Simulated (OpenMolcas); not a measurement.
# GeH4O2 (SMILES [OH][GeH2][OH]): the energy, rung by rung

The species is GeH4O2 (7 atoms), meant as a singlet with charge 0. SMILES: `[OH][GeH2][OH]`. The coordinates come from a PBE0-D4/def2-TZVP relaxation. This is one conformer, not always the lowest.

```xyz
7

O    -1.4913   -0.4160   -0.1739
Ge    0.0235    0.3770    0.3053
O     1.3474   -0.7989    0.4006
H    -1.6349   -0.4187   -1.1221
H     0.3634    1.4605   -0.7391
H    -0.1725    0.8631    1.7373
H     1.6256   -1.1352   -0.4538
```

Each level gives the energy change with the O1–H4 bond stretched from 0.959 to 1.726 Å (eV). The values are calculated.

```csv
level,kind,program,value (eV),CPU time (all runs)
HF/cc-pVDZ (restricted),Hartree–Fock,OpenMolcas,4.75,12 s
BLYP/cc-pVDZ (restricted),GGA,OpenMolcas,3.35,52 s
PBE/cc-pVDZ (restricted),GGA,OpenMolcas,3.48,57 s
M06-L/cc-pVDZ (restricted),meta-GGA,OpenMolcas,3.79,64 s
TPSS/cc-pVDZ (restricted),meta-GGA,OpenMolcas,3.51,70 s
B3LYP/cc-pVDZ (restricted),global hybrid,OpenMolcas,3.76,45 s
BHLYP/cc-pVDZ (restricted),global hybrid,OpenMolcas,4.25,47 s
B2PLYP/cc-pVDZ (restricted),double hybrid,OpenMolcas,3.79,36 s
```

All-electron rows without a relativistic Hamiltonian named are non-relativistic. The first shape isn't each level's own minimum. The values span 3.35 to 4.75 eV. Times are those of the runs behind each value, whatever else they computed, on shared processors of several kinds: orders of magnitude only.

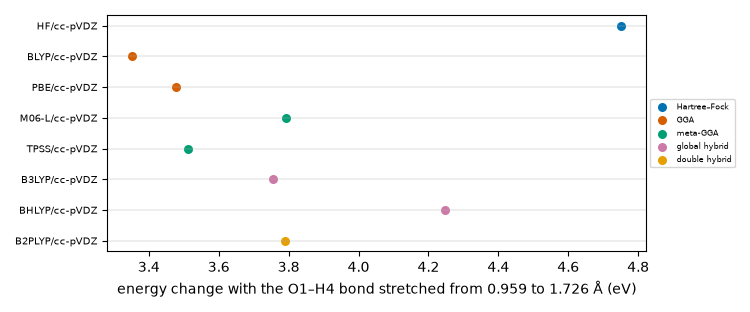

The values of the table, level by level.
